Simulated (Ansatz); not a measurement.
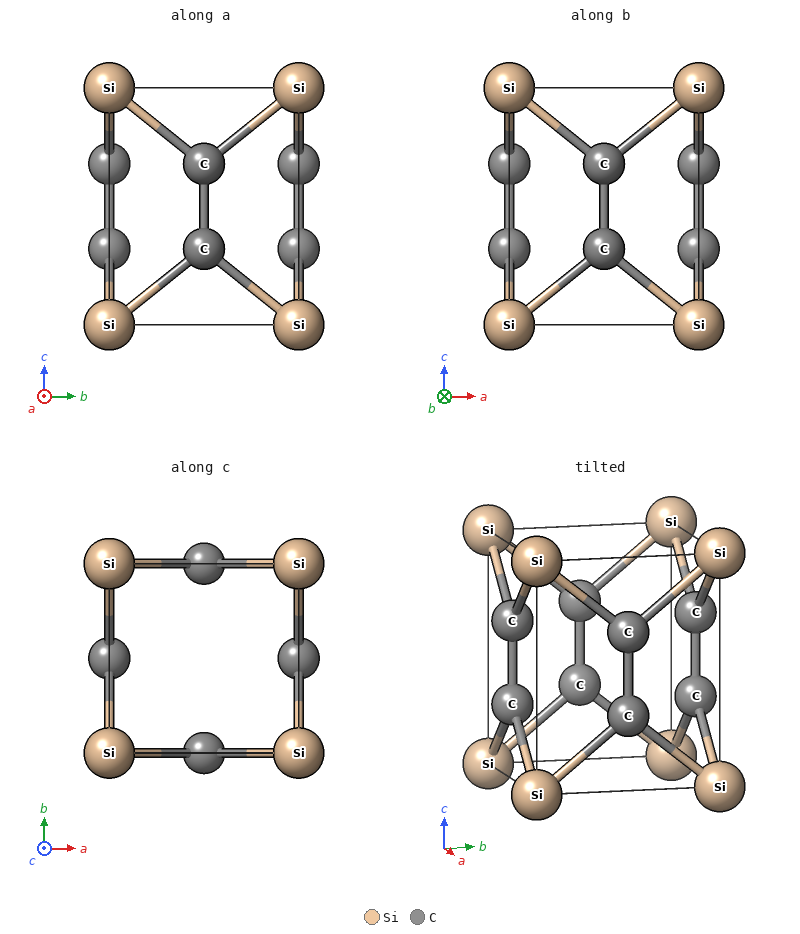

The figure gives a ball-and-stick picture of the atoms, viewed along the a axis, along the b axis, along the c axis and slightly off an axis. The edges of the conventional unit cell are marked.

Lattice parameters: a = 3.162 Å, b = 3.162 Å, c = 3.956 Å, α = 90.00°, β = 90.00°, γ = 90.00°.

Question: Reconstruct the structure as a table of Wyckoff sites, with free fractional coordinates to two decimals.

Answer: Space group P4/mmm (No. 123).
| atom | site | x | y | z |
| --- | --- | --- | --- | --- |
| Si | 1a | 0.00 | 0.00 | 0.00 |
| C | 4i | 0.50 | 0.00 | 0.68 |

It goes back to a random cell made by a generator, so it need not be a real form of the compound. Earlier steps of the study, as a rule a relaxation of our own, may have changed the cell and positions, so they can lie some per cent off the listed ones. It was the input of a calculation with Ansatz.
